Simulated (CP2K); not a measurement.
**CH4BrGeO− (SMILES C[O][GeH-][Br]): PM3**

What is the energy difference between two shapes of CH4BrGeO− at PM3? 

Program for the calculation: CP2K 2026.2.

1 further run of the same task is left out (set aside as unsound or not needed).

### 1 The structure to begin with

The species is CH4BrGeO− (8 atoms), meant as a singlet with charge -1. SMILES: `C[O][GeH-][Br]`. The shape comes from GFN2-xTB, which is rough for such elements, and wasn't checked as a minimum. This is one conformer, not always the lowest.

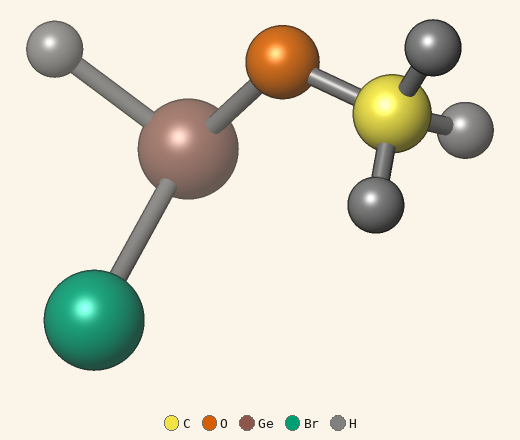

The structure, seen from a chosen angle (carbon yellow, oxygen orange, germanium brown, bromine teal, hydrogen grey).

### 2 Energy and gradient at PM3

Input file molecule.inp:

```
&GLOBAL
   PROJECT molecule
   RUN_TYPE ENERGY_FORCE
   PRINT_LEVEL MEDIUM
&END GLOBAL
&FORCE_EVAL
   METHOD QUICKSTEP
   &DFT
      CHARGE -1
      MULTIPLICITY 1
      &QS
         METHOD PM3
         EPS_DEFAULT 1.0E-10
         &SE
            &COULOMB
               CUTOFF [angstrom] 50
               RC_RANGE [angstrom] 0
            &END COULOMB
            &EXCHANGE
               CUTOFF [angstrom] 50
               RC_RANGE [angstrom] 0
            &END EXCHANGE
         &END SE
      &END QS
      &POISSON
         PERIODIC NONE
         POISSON_SOLVER ANALYTIC
      &END POISSON
      &SCF
         SCF_GUESS ATOMIC
         EPS_SCF 1.0E-06
         MAX_SCF 40
         &OT ON
            MINIMIZER DIIS
            PRECONDITIONER FULL_SINGLE_INVERSE
         &END OT
         &OUTER_SCF
            EPS_SCF 1.0E-06
            MAX_SCF 10
         &END OUTER_SCF
      &END SCF
      &PRINT
         &MOMENTS
            PERIODIC F
            REFERENCE COM
            MAX_MOMENT 1
         &END MOMENTS
         &MO_CUBES
            NLUMO 5
            NHOMO -1
            WRITE_CUBE F
         &END MO_CUBES
         &HIRSHFELD OFF
         &END HIRSHFELD
      &END PRINT
   &END DFT
   &SUBSYS
      &CELL
         ABC [angstrom] 10.6 12.5 10.4
         PERIODIC NONE
      &END CELL
      &COORD
         UNIT bohr
         C      0.1096419     2.3346810     0.3055309
         O      0.9803710     0.2841014    -1.0217182
         Ge     1.1704208    -2.9989954     0.5492489
         Br    -3.4056644    -4.0246820     0.5869678
         H      0.2276364     4.0264206    -0.9007946
         H     -1.8757233     2.1241278     0.8951066
         H      1.2243725     2.7220749     2.0277706
         H      1.5689640    -4.4677094    -2.4420931
      &END COORD
      &TOPOLOGY
         &CENTER_COORDINATES
         &END CENTER_COORDINATES
      &END TOPOLOGY
   &END SUBSYS
   &PRINT
      &FORCES ON
      &END FORCES
   &END PRINT
&END FORCE_EVAL
```

The run is started by

```
$ OMP_NUM_THREADS=1 cp2k.psmp -i molecule.inp > molecule.out 2>&1
```

The log of the run, shortened:

```text
CP2K| version string:                                       CP2K version 2026.2
[...]
 GLOBAL| Method name                                                        CP2K
[...]
 GLOBAL| Run type                                                   ENERGY_FORCE
[...]
                             - Atoms:                                          8
[...]
                             - Spherical basis functions:                     20
[...]
 Number of electrons:                                                         26
[...]
     1 OT DIIS     0.80E-01    0.0     0.37114772       -30.1375114942 -3.01E+01
[...]
    12 OT DIIS     0.80E-01    0.0     0.00000086       -33.7339169448 -7.92E-11
  *** SCF run converged in    12 steps ***
  Core-core repulsion energy [eV]:                           1295.44891593008151
  Core Hamiltonian energy [eV]:                             -1543.31870979665609
  Two-electron integral energy [eV]:                        -1340.15353820540531
  Electronic energy [eV]:                                   -2213.39547889935875
  Total energy [eV]:                                         -917.94656296927735
  Atomic reference energy [eV]:                               913.49218736381158
  Heat of formation [kcal/mol]:                              -102.72034984960227
[...]
 SE_DIPOLE| Moment [Debye]         -1.08350281      -0.63328232      -1.35048093
 SE_DIPOLE| Derivative [a.u.]       0.00000000       0.00000000       0.00000000
 *** WARNING in qs_scf_post_se.F:140 :: Printing of MO cube files not ***
 *** implemented for Semi-Empirical method.                           ***
 ENERGY| Total FORCE_EVAL ( QS ) energy [hartree]            -33.733916944808001
 FORCES| Atomic forces [hartree/bohr]
 FORCES|   Atom     x               y               z               |f|
 FORCES|      1  8.22670790E-04 -1.05662524E-02  6.02649617E-03   1.21918470E-02
 FORCES|      2  2.30421910E-03 -2.71968756E-02  1.45869813E-02   3.09476896E-02
 FORCES|      3 -5.28403625E-03  2.15882993E-02 -6.17422279E-02   6.56207163E-02
 FORCES|      4  2.90617861E-03  4.23012586E-04  1.97129567E-03   3.53706381E-03
 FORCES|      5  1.24675627E-03 -2.68673682E-03 -1.32229162E-03   3.24367246E-03
 FORCES|      6  9.53021023E-04 -6.71086230E-04 -1.09004829E-03   1.59587314E-03
 FORCES|      7 -4.74596342E-06 -8.01599417E-04 -1.92642830E-03   2.08655461E-03
 FORCES|      8 -2.94406358E-03  1.99112386E-02  4.34962229E-02   4.79275114E-02
 FORCES| Sum    -7.80625564E-17  5.55111512E-16 -2.49800181E-16
 FORCES| Total atomic force                                       6.13712216E-16
[...]
```

Wall time 2.1 s (1 thread of Intel Xeon Platinum 8259CL at 2.50GHz (Skylake/Cascade Lake), shared host); peak memory 0.18 GiB.

### 3 The distorted shape at the same level

Input file run.inp:

```
&GLOBAL
  PROJECT_NAME run
  RUN_TYPE ENERGY_FORCE
  PRINT_LEVEL MEDIUM
&END GLOBAL

&FORCE_EVAL
  METHOD QUICKSTEP
  &DFT
    CHARGE -1
    &QS
      METHOD PM3
      EPS_DEFAULT 1.0E-10
      &SE
        &COULOMB
          CUTOFF [angstrom] 50
          RC_RANGE [angstrom] 0
        &END COULOMB
        &EXCHANGE
          CUTOFF [angstrom] 50
          RC_RANGE [angstrom] 0
        &END EXCHANGE
      &END SE
    &END QS
    &POISSON
      PERIODIC NONE
      POISSON_SOLVER ANALYTIC
    &END POISSON
    &SCF
      SCF_GUESS ATOMIC
      EPS_SCF 1.0E-06
      MAX_SCF 40
      &OT
        MINIMIZER DIIS
        PRECONDITIONER FULL_SINGLE_INVERSE
      &END OT
      &OUTER_SCF
        EPS_SCF 1.0E-06
        MAX_SCF 10
      &END OUTER_SCF
    &END SCF
    ! extra output
    &PRINT
      &MOMENTS
        PERIODIC F
        REFERENCE COM
        MAX_MOMENT 1
      &END MOMENTS
      &MO_CUBES
        NLUMO 5
        NHOMO -1
        WRITE_CUBE F
      &END MO_CUBES
      &HIRSHFELD OFF
      &END HIRSHFELD
    &END PRINT
  &END DFT
  &SUBSYS
    &CELL
      ABC 10.6 12.5 10.4
      PERIODIC NONE
    &END CELL
    &COORD
      UNIT bohr
      C      0.0237576     2.2885396     0.3829813
      O      1.0567481     0.3467458    -0.8589920
      Ge     1.1434241    -3.0834434     0.4533944
      Br    -3.1933064    -3.9720210     0.5230138
      H      0.3281339     4.1201037    -0.9839067
      H     -1.9549462     2.1147509     0.9480945
      H      1.3014808     2.5215901     2.0415373
      H      1.6934800    -4.4421376    -2.4712969
    &END COORD
    &TOPOLOGY
      &CENTER_COORDINATES
      &END CENTER_COORDINATES
    &END TOPOLOGY
  &END SUBSYS
  &PRINT
    &FORCES ON
    &END FORCES
  &END PRINT
&END FORCE_EVAL
```

The run is started by

```
$ OMP_NUM_THREADS=1 cp2k.psmp run.inp > run.out
```

The log of the run, shortened:

```text
CP2K| version string:                                       CP2K version 2026.2
[...]
 GLOBAL| Method name                                                        CP2K
[...]
 GLOBAL| Run type                                                   ENERGY_FORCE
[...]
                             - Atoms:                                          8
[...]
                             - Spherical basis functions:                     20
[...]
 Number of electrons:                                                         26
[...]
     1 OT DIIS     0.80E-01    0.0     0.37190260       -30.1007635644 -3.01E+01
[...]
    13 OT DIIS     0.80E-01    0.0     0.00000070       -33.7219120334 -1.49E-10
  *** SCF run converged in    13 steps ***
  Core-core repulsion energy [eV]:                           1310.35320622767199
  Core Hamiltonian energy [eV]:                             -1540.87973817634020
  Two-electron integral energy [eV]:                        -1374.18672154025126
  Electronic energy [eV]:                                   -2227.97309894646560
  Total energy [eV]:                                         -917.61989271879384
  Atomic reference energy [eV]:                               913.49218736381158
  Heat of formation [kcal/mol]:                               -95.18715431621462
[...]
 *** WARNING in qs_scf_post_se.F:140 :: Printing of MO cube files not ***
 *** implemented for Semi-Empirical method.                           ***
 ENERGY| Total FORCE_EVAL ( QS ) energy [hartree]            -33.721912033456071
 FORCES| Atomic forces [hartree/bohr]
 FORCES|   Atom     x               y               z               |f|
 FORCES|      1  2.76114993E-02  4.21585751E-02 -4.14696450E-03   5.05661711E-02
 FORCES|      2  3.63580103E-03 -6.18050660E-02 -1.37986732E-02   6.34309752E-02
 FORCES|      3  2.66536829E-02  3.42424059E-02 -4.94542905E-02   6.57927658E-02
 FORCES|      4 -2.55049557E-02 -5.65840812E-03  9.28611281E-04   2.61415889E-02
 FORCES|      5 -1.15417160E-02 -3.84019273E-02  3.23906508E-02   5.15468087E-02
 FORCES|      6 -3.44167608E-05 -1.52211348E-05 -2.21701778E-03   2.21733715E-03
 FORCES|      7 -1.47537929E-02  1.16700313E-02 -3.83096387E-04   1.88151747E-02
 FORCES|      8 -6.06610187E-03  1.78096103E-02  3.66807803E-02   4.12245006E-02
 FORCES| Sum    -2.25514052E-16 -3.88578059E-16 -3.05311332E-16
 FORCES| Total atomic force                                       5.43198403E-16
[...]
```

Wall time 1.9 s (1 thread of Intel Xeon Platinum 8259CL at 2.50GHz (Skylake/Cascade Lake), shared host); peak memory 0.19 GiB.

### 4 What came out

Level: PM3.

```
                                                  quantity            value
                                 first shape: total energy     -33.73392 Eh
    first shape: heat of formation at this unrelaxed shape  -102.7 kcal/mol
                     first shape: largest force on an atom       3.374 eV/Å
                             distorted shape: total energy     -33.72191 Eh
distorted shape: heat of formation at this unrelaxed shape   -95.2 kcal/mol
                 distorted shape: largest force on an atom       3.383 eV/Å
                    energy change with the atoms displaced         0.327 eV
```

**Reading.** With the atoms displaced the energy rises by 0.33 eV (31.5 kJ/mol). The first shape isn't relaxed at this level, so the change isn't measured from a minimum. The largest force (first shape) is 3.37 eV/Å: the shape isn't a stationary point for this species at this level.
